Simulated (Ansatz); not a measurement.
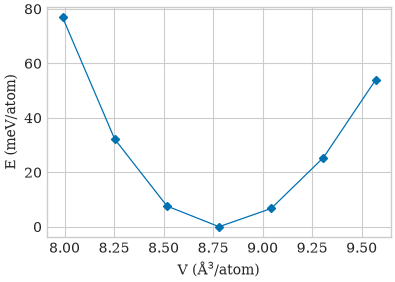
Fig. 1. Co$_{2}$C in space group Pnnm (No. 58; Co on 4g, C on 2a) under volume change, plane-wave PAW PBEsol (Ansatz code), shape and atoms relaxed at each volume.

### Question
What does a third-order Birch–Murnaghan fit give for V₀, B₀ and B′?

### Answer
V₀ = 8.78 Å³/atom, B₀ = 287 GPa, B′ = 4.9.

The workflow started from a Materials Project entry (that database holds measured and hypothetical structures alike); the Crystallography Open Database files this formula in space group No. 58, but the cells were not matched. Its standing as an ambient phase is unchecked. Symmetry was held in the PBEsol relaxation; its stability against distortions is not shown here. No spin polarisation was allowed.

Potentials: the later of the program's two PAW sets.
